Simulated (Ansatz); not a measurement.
# Re: pressure series

Start from Re in the hcp (Mg type) structure (space group P6_3/mmc, No. 194; a = 2.775 Å, c = 4.483 Å).

Cell and atoms are relaxed at each pressure.

Level of theory: PBE (Ansatz, a quantum-chemistry and plane-wave program; PAW; 420 eV plane waves; scalar-relativistic without spin-orbit coupling).

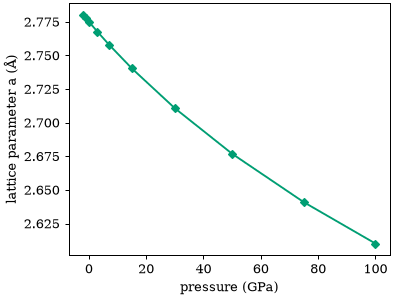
Fig. 1. Lattice parameter a against pressure

Q: From the plot, what is the lattice parameter a for pressure 100 GPa?

A: About 2.61 Å.

Q: Is the trend monotonic over the range shown?

A: Yes, it falls throughout, spanning 2.610 Å to 2.780 Å.

Load acts through the strain it causes; cell and atoms are relaxed under it. Stability against distortions was not tested. No other phases were tried under pressure. All final runs are without spin polarisation.
